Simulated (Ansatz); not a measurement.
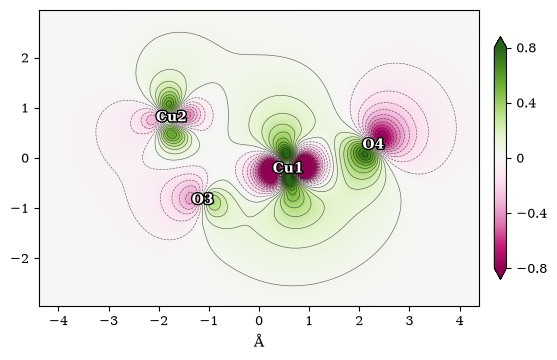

The picture shows: Cu$_{2}$O$_{2}$ (charge −1, doublet). The HOMO−1 (β) on the molecular plane (values in Å⁻³ᐟ²; the overall sign is arbitrary).

Geometry: PBE0-D4/def2-SVPD.

All numbers below come from Ansatz, UKS PBE0-D4/def2-TZVPD.

**Describe this orbital and give its energy.**

By Hirshfeld shares it lies mainly on Cu1 (about 65 %), O4 (about 20 %) and Cu2 (about 10 %). Its energy is −1.43 eV.
